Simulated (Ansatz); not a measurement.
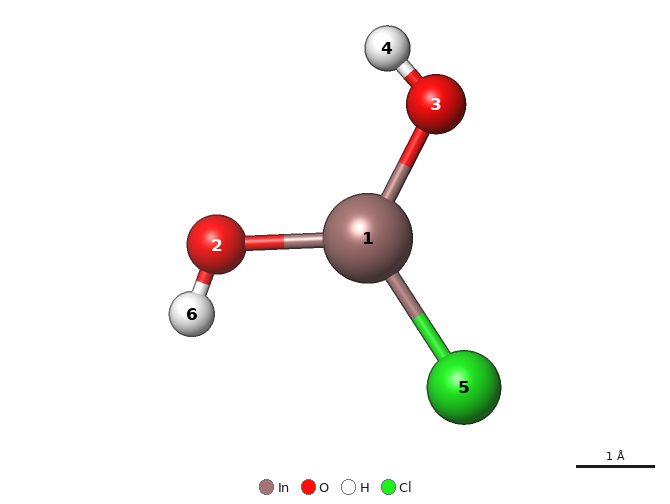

Numbered structure. The geometry was computed by an optimisation with PBE0-D4/def2-TZVP.

Give the bond lengths.

```
   bond  length (Å)
 In1–O2       1.970
 In1–O3       1.962
In1–Cl5       2.305
  O2–H6       0.961
  O3–H4       0.962
```
